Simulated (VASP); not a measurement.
Band structure of LaIn$_{3}$ (space group Pm-3m). Calculation: PBEsol GGA, VASP's PBE PAW potentials (set 64) (plane waves; VASP 6.6.1).

Unless said otherwise, spin-orbit coupling is left out, though it shifts the bands of the heavy elements here.

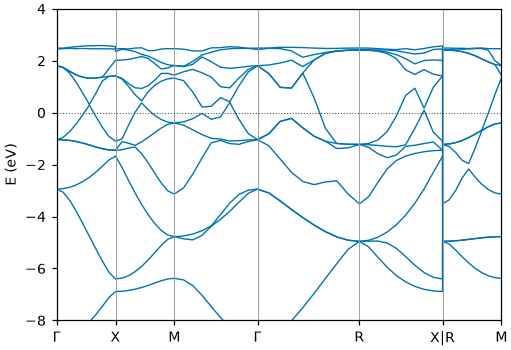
Bands along high-symmetry lines, zero at the valence-band maximum or, without a gap, the Fermi level

Read the plot: is there a gap, and where are the band edges?

It has no gap at this level: it comes out as a metal or semimetal.

The structure was generated: LaIn3 was put into an ordered model structure, which need not be its known phase. The cell was not relaxed at this level.
